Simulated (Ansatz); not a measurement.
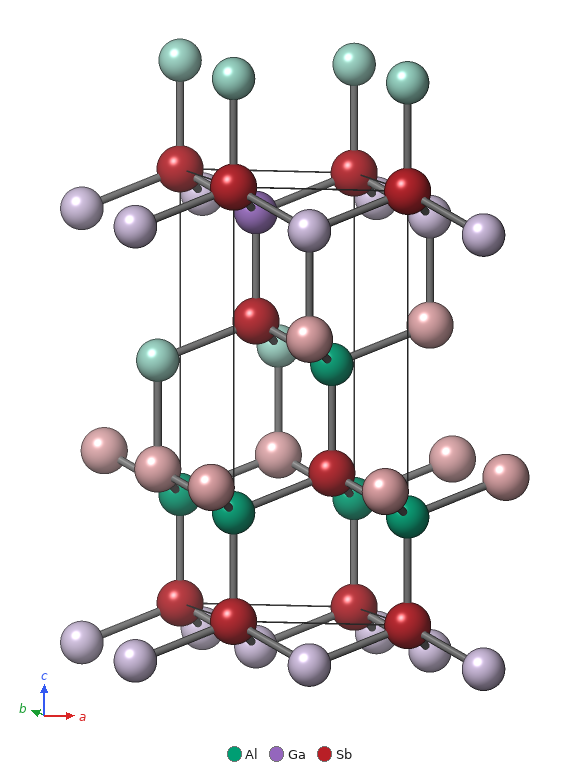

Structure drawing (ball-and-stick), viewed slightly off an axis. The conventional unit cell is drawn as a box. Outside the box, the atoms bonded to those within are drawn, in fainter colours.

Al2GaSb3, space group P3m1 (No. 156), a = 4.400 Å, b = 4.400 Å, c = 10.775 Å, α = 90.00°, β = 90.00°, γ = 120.00°. Starting structure: a structure type filled with these elements by a generator (whether the compound takes this form wasn't checked). Earlier steps of the study, as a rule a relaxation of our own, may have changed the cell and positions, so they can lie some per cent off the listed ones. It was the input of a calculation with Ansatz.

This one geometry was computed with Ansatz (DFT, plane waves, PAW) at three levels of theory: PBE, PBEsol and PBE with spin-orbit coupling.

Which level gives the highest pressure at this volume, and what does that say about its equilibrium volume?

Highest: PBE (0.0 GPa) and PBE with spin-orbit coupling (0.0 GPa), which points to the largest equilibrium volume. Lowest, with the smallest volume: PBEsol (-1.9 GPa). Levels within 0.5 GPa of each other can't be told apart.

How does the band gap change with the level of theory?

PBE with spin-orbit coupling: a gap of 0.19 eV, direct; PBEsol: a gap of 0.33 eV, direct; PBE: a gap of 0.39 eV, direct.

Collect the results in a table.

| level | cutoff (eV) | k-mesh of the run's cell | gap (eV) | pressure (GPa) |
| --- | --- | --- | --- | --- |
| PBE | 420 | 12×12×4 | 0.39 | 0.0 |
| PBEsol | 420 | 12×12×4 | 0.33 | -1.9 |
| PBE with spin-orbit coupling | 420 | 12×12×4 | 0.19 | 0.0 |

Gaps are taken on the k-mesh or band path of each run.
